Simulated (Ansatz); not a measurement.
## Effect of x(Au) = 0.75, 4 atoms, P4/mmm on Ir

The reference is Ir in the fcc (Cu type) structure (space group Fm-3m, No. 225; a = 3.871 Å).

The other end (x = 1) is Au in the fcc (Cu type) structure (space group Fm-3m, No. 225): 17.96 Å³/atom, gap zero.

The change: a fraction x = 0.75 of the Ir sites is given to Au, ordered in a cell of 4 atoms (starting symmetry P4/mmm) and fully relaxed.

Calculations: PBE, PAW, 420 eV (Ansatz, a first-principles code; without spin-orbit coupling). Γ-centred 16×16×6 mesh, Fermi–Dirac width 0.05 eV, for the changed cell.

The volume per atom grows by 2.53 Å³, from 14.50 Å³ to 17.03 Å³ and the density decreases by 2.92 g/cm³, from 22.01 g/cm³ to 19.09 g/cm³. The band gap remains zero and the mixing energy amounts to +0.28 eV/atom (to 0.01 eV only: unlike meshes or grids). The deviation of the volume from the linear (Vegard-type) interpolation amounts to -0.4 %.

Final structure:

```
CELL_PARAMETERS angstrom
      2.83356     0.00000     0.00000
      0.00000     2.83356     0.00000
      0.00000     0.00000     8.48446
ATOMIC_POSITIONS crystal
  Au 0.00000 0.00000 0.76005
  Au 0.50000 0.50000 0.50000
  Au 0.00000 0.00000 0.23995
  Ir 0.50000 0.50000 0.00000
```

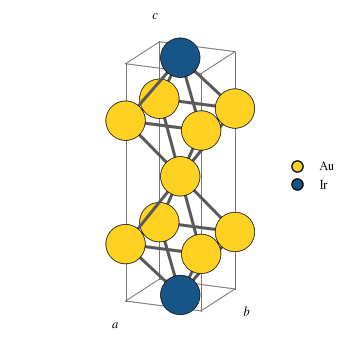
*The relaxed conventional cell after the change*

Each cell is one ordered arrangement of few atoms, which overstates ordering effects compared with a random alloy. Whether these cells are dynamically stable was not tested. The final runs are not spin-polarised. IrAu3 has a high density of states at the Fermi level and may be magnetic at this level.
